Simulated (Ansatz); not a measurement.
```yaml
atoms:
  - { symbol: H, position_ang: [-0.4295, 0.2621, 0.8268] }
  - { symbol: Cl, position_ang: [-1.9308, -0.1963, -0.2296] }
  - { symbol: Ge, position_ang: [1.1202, 0.2789, -0.4619] }
  - { symbol: H, position_ang: [0.3112, 0.5779, 1.1303] }
  - { symbol: H, position_ang: [-0.3696, 0.3196, -1.1495] }
  - { symbol: H, position_ang: [1.2985, -1.2423, -0.1163] }
```

A transition-state structure; geometry: PBE0-D4/def2-TZVP.

Method: UKS PBE0-D4/def2-TZVPP (Ansatz).

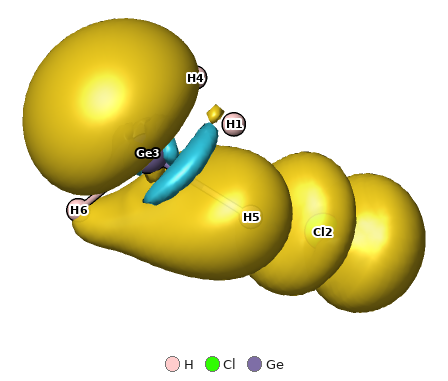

H···Cl···GeH$_{3}$ (doublet). Isosurfaces of the spin density at +0.015 (yellow) and −0.015 e/Å³ (cyan), seen at a tilt.

> Describe the spin distribution.

The unpaired spin (1 electron) lies mostly on Ge3 (about 0.5), Cl2 (about 0.4) and H5 (about 0.1), in electrons by Hirshfeld's partition.
